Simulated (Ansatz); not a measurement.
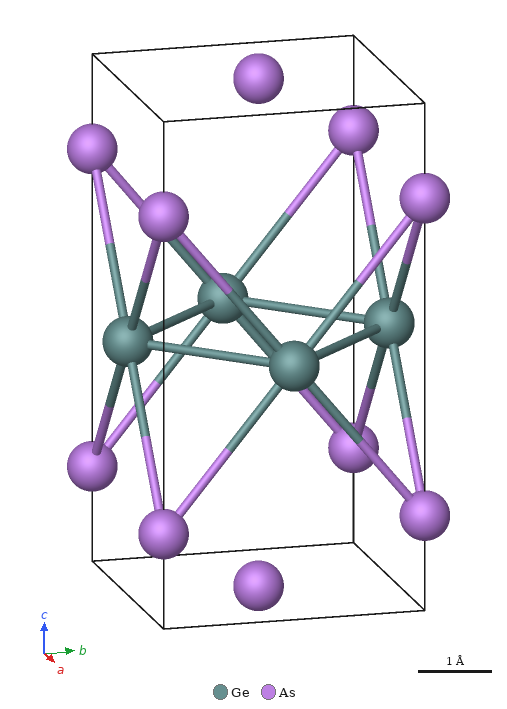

Shown here is a ball-and-stick view of the crystal, taken slightly off an axis. The frame is the simulation cell; atoms at its boundary are shown with their periodic copies.

```yaml
crystal:
  lattice:
    - [3.74868, 0.00000, 0.00000]
    - [0.00000, 3.74868, 0.00000]
    - [0.00000, 0.00000, 7.26908]
  atoms:
    - { symbol: Ge, position: [0.00000, 0.50000, 0.50000] }
    - { symbol: Ge, position: [0.50000, 0.00000, 0.50000] }
    - { symbol: As, position: [0.50000, 0.50000, 0.00000] }
    - { symbol: As, position: [0.00000, 0.00000, 0.81288] }
    - { symbol: As, position: [0.00000, 0.00000, 0.18712] }
```

Level of theory and settings: DFT PBE, scalar-relativistic, plane waves, PAW (Ansatz), a basis cut at 420 eV, k-grid 10×10×6, Gaussian smearing of 0.1 eV, no spin polarisation.

State the Bader charges by element.

Answer. Ge +0.10 e; As -0.11 to +0.01 e. Little charge moves, as in a metallic or covalent solid.

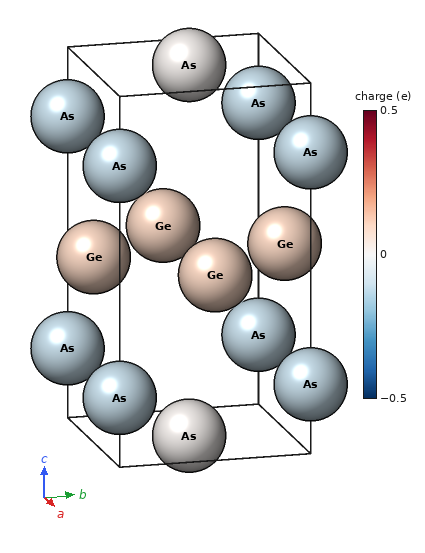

The atoms coloured by those charges.

Its origin is a random cell made by a generator, so it need not be a real form of the compound. Earlier steps of the study, as a rule a relaxation of our own, may have changed the cell and positions, so they can lie some per cent off the listed ones. It went into a calculation with Ansatz.
